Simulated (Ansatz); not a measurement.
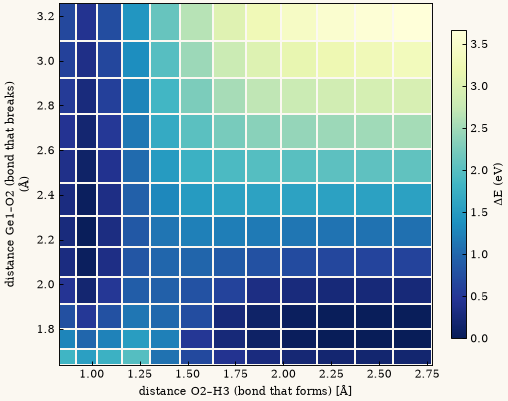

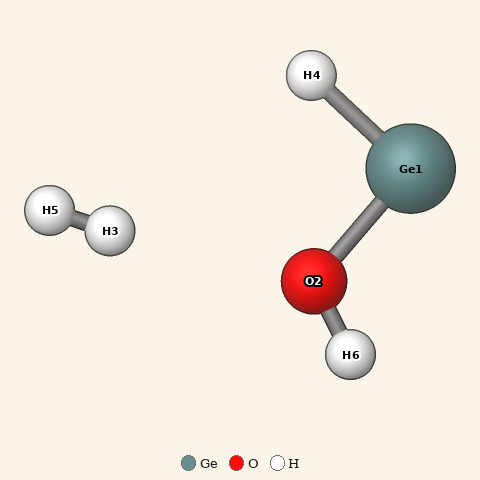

Energy landscape of the reacting system GeH4O (fragments GeH₂O + H₂ where the first distance is long, GeH₂ + H₂O where the second is long). First axis: distance O2–H3 (bond that forms). Second axis: distance Ge1–O2 (bond that breaks). Relaxed at each point: all other coordinates. Grid: 12 × 12 points. Points are written as (first, second). All energies are given in eV relative to the lowest grid point. Energies and slopes of some neighbouring points disagree (a jump in structure or state, or too coarse a mesh). The reference is spin-restricted, so regions where a bond is pulled apart into radicals lie too high. These are results of RKS PBE0-D4/def2-TZVP (Ansatz), not measurements.

The picture shows one coloured cell a grid point. The second picture is the structure at the lowest point.

Question: What does the map say about the system?

Answer: The lowest grid point is at (2.471 Å, 1.749 Å). Other grid points that lie below all their neighbours: (0.963 Å, 2.234 Å) (0.017 eV higher). The highest grid point, (2.673 Å, 3.174 Å), lies 3.66 eV above the lowest.

The values on the grid:

```csv
"second ↓, first →",0.873,0.963,1.087,1.228,1.381,1.545,1.717,1.896,2.082,2.274,2.471,2.673
3.174,0.68,0.43,0.74,1.44,2.11,2.65,3.02,3.27,3.43,3.53,3.61,3.66
3.006,0.61,0.36,0.67,1.36,1.99,2.47,2.80,3.00,3.14,3.22,3.28,3.33
2.841,0.54,0.28,0.59,1.26,1.84,2.26,2.53,2.70,2.80,2.86,2.91,2.95
2.681,0.45,0.20,0.50,1.15,1.67,2.03,2.24,2.36,2.42,2.47,2.50,2.52
2.527,0.37,0.12,0.42,1.04,1.49,1.77,1.91,1.98,2.01,2.03,2.05,2.06
2.377,0.31,0.05,0.35,0.93,1.30,1.49,1.56,1.58,1.58,1.57,1.57,1.57
2.234,0.27,0.02,0.32,0.86,1.13,1.22,1.21,1.17,1.13,1.10,1.09,1.08
2.098,0.31,0.05,0.36,0.84,0.99,0.98,0.88,0.79,0.71,0.66,0.64,0.62
1.970,0.46,0.20,0.49,0.92,0.94,0.80,0.62,0.34,0.28,0.26,0.25,0.26
1.852,0.77,0.50,0.78,1.14,1.01,0.74,0.25,0.12,0.05,0.02,0.01,0.02
1.749,1.26,0.99,1.24,1.52,1.23,0.50,0.25,0.11,0.04,0.01,0.00,0.00
1.674,1.83,1.55,1.77,1.98,1.10,0.69,0.44,0.29,0.22,0.19,0.18,0.18
```

Each point was launched as `ansatz run input.yaml --threads 1 --pin off --max-ram 2560MiB --backend cpu --events-out ev --progress --plain --runs-dir out`. The whole map (144 points run) took 24 min on 1 thread of Arm Neoverse V2 (shared host).
